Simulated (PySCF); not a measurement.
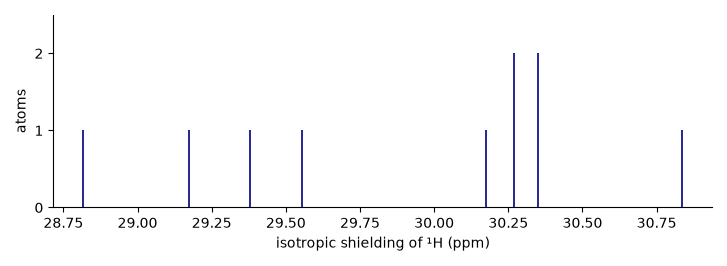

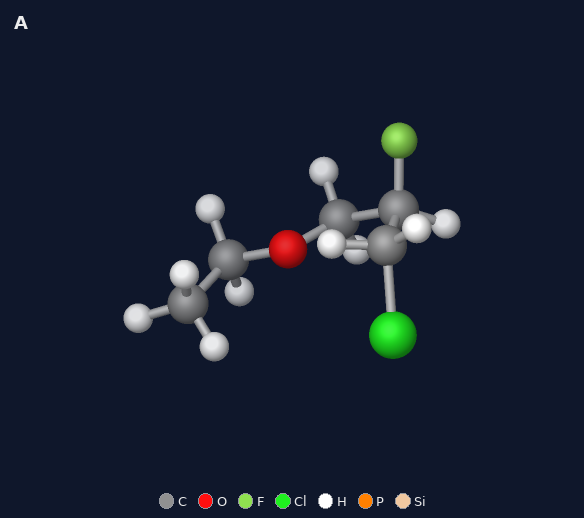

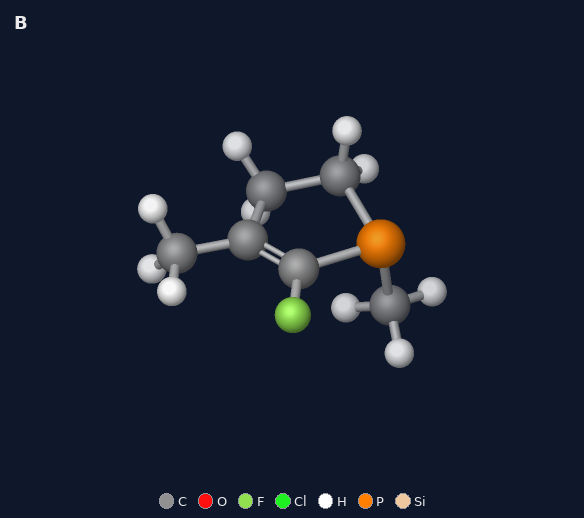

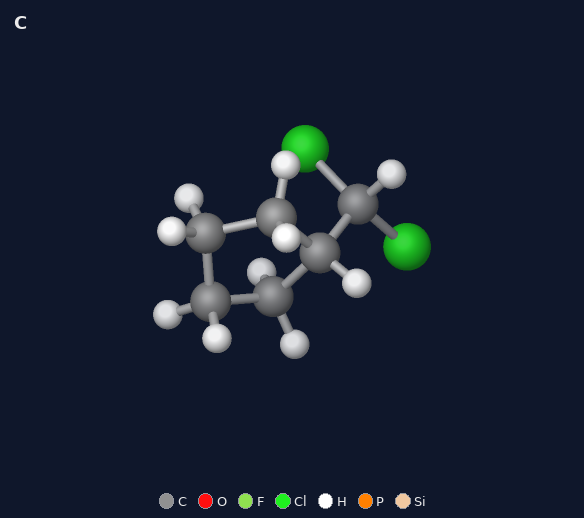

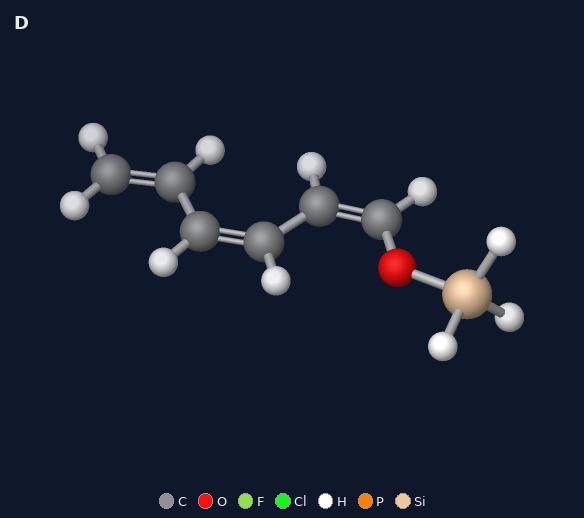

The sticks are computed shieldings of one of the molecules, for one fixed geometry (GFN2-xTB) without averaging over rotations. Low shielding means a high chemical shift. Method: GIAO PBE0/pcSseg-1 NMR shielding, non-relativistic, gas phase (PySCF 2.14.0).

### Match the spectrum to a structure.

B, `CC1=C(F)P(C)CC1`. Its 10 H atoms give lines at 28.82, 29.17, 29.38, 29.55, 30.18, 30.27 (2 atoms), 30.35 (2 atoms), 30.84 ppm.

The geometry is semi-empirical. Around P, Si such bond lengths and angles can be off by a tenth of an ångström or more and by several degrees, and values that hang on the shape move with them.
